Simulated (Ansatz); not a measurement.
Consider FH2InS2 (SMILES [F][In]([SH])[SH]).

```xyz
6

F    -0.7679   -2.0875    0.4936
In   -0.2632   -0.2581    0.0621
S     2.0698    0.0813   -0.0340
S    -2.0731    1.2152   -0.2650
H     2.3001   -1.2104    0.2632
H    -1.2656    2.2595   -0.5199
```

Geometry: PBE0-D4/def2-TZVP; core potentials replace the inner electrons of In.

Method: RKS PBE0-D4/def2-TZVPP (Ansatz 0.2.0).

Question: What will maps of the electron density and electron localisation function show?

Answer: In–F (1.95 Å): ρ at the midpoint is about 0.8 e/Å³; the ELF peaks at about 0.85 in the valence shell of F, 0.6 Å from its nucleus, and drops to about 0.15 between the two atoms.
In–S (2.36 Å): ρ is about 0.6 e/Å³ halfway; the ELF peaks at about 0.85 in the valence shell of S, 0.9 Å from its nucleus, and drops to about 0.20 between the two atoms.
S–H (1.34 Å): ρ at the midpoint is about 1.5 e/Å³; the ELF climbs to about 1 towards the hydrogen, as it does in any bond to H.

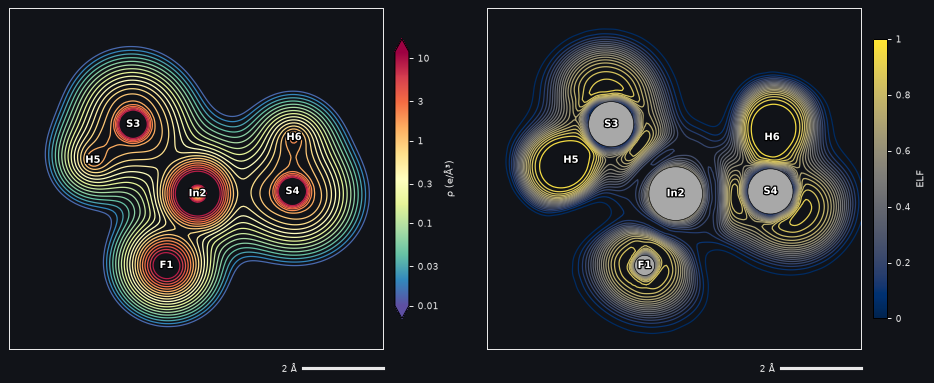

Computed electron density and electron localisation function on the molecular plane, in this order. Grey discs cover the atomic cores in the ELF map. 
